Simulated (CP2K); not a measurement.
# C3H11AlO (SMILES C[Al-](C)(C)[OH2+]) at GFN2-xTB

What is the energy change on altering one bond length of C3H11AlO at GFN2-xTB? 

Program for the calculation: CP2K 2026.2.

6 further runs of the same task are left out: 2 that didn't finish, 4 set aside as unsound or not needed.

## 1. The system as given

C3H11AlO: 16 atoms, total charge 0, spin state singlet. SMILES: `C[Al-](C)(C)[OH2+]`. Geometry: relaxed at PBE0-D4/def2-TZVP. This is one conformer, not always the lowest.

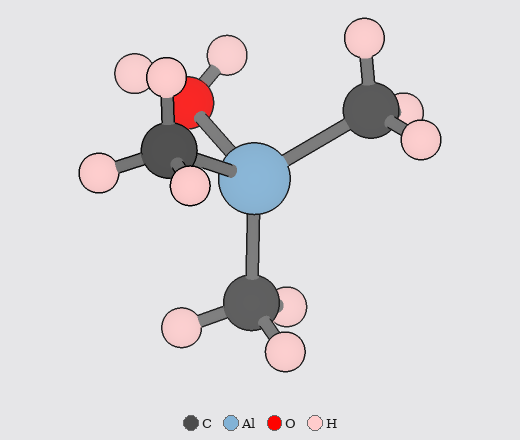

Viewed from a chosen angle; carbon dark grey, aluminium light blue, oxygen red, hydrogen pink.

## 2. A single-point energy at GFN2-xTB

The input, calc.inp:

```
&GLOBAL
    PROJECT calc
    RUN_TYPE ENERGY
    PRINT_LEVEL MEDIUM
&END GLOBAL
&FORCE_EVAL
    METHOD QUICKSTEP
    &DFT
        &QS
            METHOD XTB
            EPS_DEFAULT 1.0E-10
            &XTB
                GFN_TYPE TBLITE
                &TBLITE
                    METHOD GFN2
                &END TBLITE
                CHECK_ATOMIC_CHARGES F
            &END XTB
        &END QS
        ! isolated system
        &POISSON
            PERIODIC NONE
            POISSON_SOLVER ANALYTIC
        &END POISSON
        ! SCF settings
        &SCF
            SCF_GUESS ATOMIC
            EPS_SCF 1.0E-07
            MAX_SCF 150
            ADDED_MOS 8
            &DIAGONALIZATION
                ALGORITHM STANDARD
            &END DIAGONALIZATION
            &MIXING
                METHOD DIRECT_P_MIXING
                ALPHA 0.4
            &END MIXING
        &END SCF
        ! extra output
        &PRINT
            &MOMENTS
                PERIODIC F
                REFERENCE COM
                MAX_MOMENT 1
            &END MOMENTS
            &MO ON
                ENERGIES T
                OCCUPATION_NUMBERS T
                NDIGITS 6
                &EACH
                    QS_SCF 0
                &END EACH
                ADD_LAST NUMERIC
            &END MO
            &HIRSHFELD OFF
            &END HIRSHFELD
        &END PRINT
    &END DFT
    &SUBSYS
        ! vacuum box
        &CELL
            ABC 12.5 12.5 12.5
            PERIODIC NONE
        &END CELL
        &COORD
            UNIT bohr
            C     -1.2056075     1.3664799    -3.2365528
            Al     0.1617228    -0.2655632    -0.1617228
            C      3.2105124     1.2365801     1.3993044
            C     -0.3982598    -3.9138874     0.2693427
            O     -2.3966263     1.2824248     2.3198089
            H     -1.1069071     3.4356733    -3.1874955
            H     -0.1304856     0.7835560    -4.9081101
            H     -3.1732470     0.8420620    -3.6239656
            H      3.4838046     0.6498768     3.3685502
            H      3.2263294     3.3081735     1.3549903
            H      4.9161792     0.6313386     0.3923071
            H     -0.0313695    -4.5452071     2.2056694
            H      0.8581435    -5.0109301    -0.9586203
            H     -2.3313740    -4.4774604    -0.2082100
            H     -1.5284861     2.3090752     3.5481120
            H     -3.5543292     2.3677890     1.4265543
        &END COORD
        &TOPOLOGY
            &CENTER_COORDINATES
            &END CENTER_COORDINATES
        &END TOPOLOGY
    &END SUBSYS
&END FORCE_EVAL
```

Command:

```sh
$ OMP_NUM_THREADS=1 cp2k.psmp -i calc.inp -o calc.out
```

Log:

```text
CP2K| version string:                                       CP2K version 2026.2
[...]
 GLOBAL| Method name                                                        CP2K
[...]
 GLOBAL| Run type                                                         ENERGY
[...]
                             - Atoms:                                         16
[...]
                             - Spherical basis functions:                     36
[...]
 Number of electrons:                                                         32
[...]
  *** SCF run converged in    17 steps ***
[...]
  Fermi energy:                                                -0.11373692371703
[...]
 TB_DIPOLE| Moment [Debye]         -2.41686495       2.63335973       2.37667212
 TB_DIPOLE| Derivative [a.u.]       0.00000000       0.00000000       0.00000000
[...]
 ENERGY| Total FORCE_EVAL ( QS ) energy [hartree]            -17.129027241862044
[...]
```

It took 1.9 s on 1 thread of Intel Xeon at 2.70GHz, shared host; peak memory 0.29 GiB.

## 3. The distorted shape

The input, run.inp:

```
&global
 project run
 run_type ENERGY
 print_level MEDIUM
&end global

&force_eval
 method QUICKSTEP
 &dft
  &qs
   method XTB
   eps_default 1.0E-10
   &xtb
    gfn_type TBLITE
    &tblite
     method GFN2
    &end tblite
    check_atomic_charges F
   &end xtb
  &end qs
  &poisson
   periodic NONE
   poisson_solver ANALYTIC
  &end poisson
  &scf
   scf_guess ATOMIC
   eps_scf 1.0E-07
   max_scf 150
   added_mos 8
   &diagonalization
    algorithm STANDARD
   &end diagonalization
   &mixing
    method DIRECT_P_MIXING
    alpha 0.4
   &end mixing
  &end scf
  &print
   &moments
    periodic F
    reference COM
    max_moment 1
   &end moments
   &mo ON
    energies T
    occupation_numbers T
    ndigits 6
    &each
     qs_scf 0
    &end each
    add_last NUMERIC
   &end mo
   &hirshfeld OFF
   &end hirshfeld
  &end print
 &end dft
 &subsys
  &cell
   abc 12.7 12.5 12.7
   periodic NONE
  &end cell
  &coord
   UNIT bohr
   C     -0.8218759     1.1342949    -3.6087627
   Al     0.5454543    -0.4977482    -0.5339327
   C      3.5942440     1.0043951     1.0270945
   C     -0.0145282    -4.1460723    -0.1028672
   O     -2.3966263     1.2824248     2.3198089
   H     -0.7231755     3.2034883    -3.5597054
   H      0.2532460     0.5513711    -5.2803200
   H     -2.7895154     0.6098770    -3.9961755
   H      3.8675362     0.4176918     2.9963403
   H      3.6100610     3.0759885     0.9827804
   H      5.2999108     0.3991536     0.0200972
   H      0.3523621    -4.7773920     1.8334595
   H      1.2418751    -5.2431151    -1.3308302
   H     -1.9476425    -4.7096454    -0.5804199
   H     -1.5284861     2.3090752     3.5481120
   H     -3.5543292     2.3677890     1.4265543
  &end coord
  &topology
   &center_coordinates
   &end center_coordinates
  &end topology
 &end subsys
&end force_eval
```

Command:

```sh
$ OMP_NUM_THREADS=1 cp2k.psmp -i run.inp -o run.out
```

Log:

```text
CP2K| version string:                                       CP2K version 2026.2
[...]
 GLOBAL| Method name                                                        CP2K
[...]
 GLOBAL| Run type                                                         ENERGY
[...]
                             - Atoms:                                         16
[...]
                             - Spherical basis functions:                     36
[...]
 Number of electrons:                                                         32
[...]
  *** SCF run converged in    17 steps ***
[...]
  Fermi energy:                                                -0.14612201306895
[...]
 TB_DIPOLE| Moment [Debye]         -2.04271589       2.40651811       2.01374737
 TB_DIPOLE| Derivative [a.u.]       0.00000000       0.00000000       0.00000000
[...]
 ENERGY| Total FORCE_EVAL ( QS ) energy [hartree]            -17.124751279190352
[...]
```

Wall time 2.2 s (1 thread of Intel Xeon at 2.70GHz, shared host); peak memory 0.29 GiB.

## 4. Outcome

Level: GFN2-xTB.

| quantity | value |
| --- | --- |
| first shape: total energy | -17.12903 Eh |
| first shape: dipole moment (from atomic charges alone) | 4.29 D |
| first shape: HOMO energy | -9.08 eV |
| first shape: LUMO energy | -2.22 eV |
| first shape: HOMO–LUMO gap | 6.86 eV |
| first shape: dispersion energy | -20.10 kJ/mol |
| distorted shape: total energy | -17.12475 Eh |
| distorted shape: dipole moment (from atomic charges alone) | 3.74 D |
| distorted shape: HOMO energy | -9.18 eV |
| distorted shape: LUMO energy | -3.10 eV |
| distorted shape: HOMO–LUMO gap | 6.08 eV |
| distorted shape: dispersion energy | -19.43 kJ/mol |
| energy change with the Al2–O5 bond stretched from 2.056 to 2.365 Å | 0.116 eV |

In words: With the Al2–O5 bond stretched from 2.056 to 2.365 Å the energy rises by 0.12 eV (2.7 kcal/mol). The first shape isn't relaxed at this level, so the change isn't measured from a minimum. The dipole (first shape) comes from point charges on the atoms alone, without atomic dipoles, so it is partial. The dipole (distorted shape) comes from point charges on the atoms alone, without atomic dipoles, so it is partial.
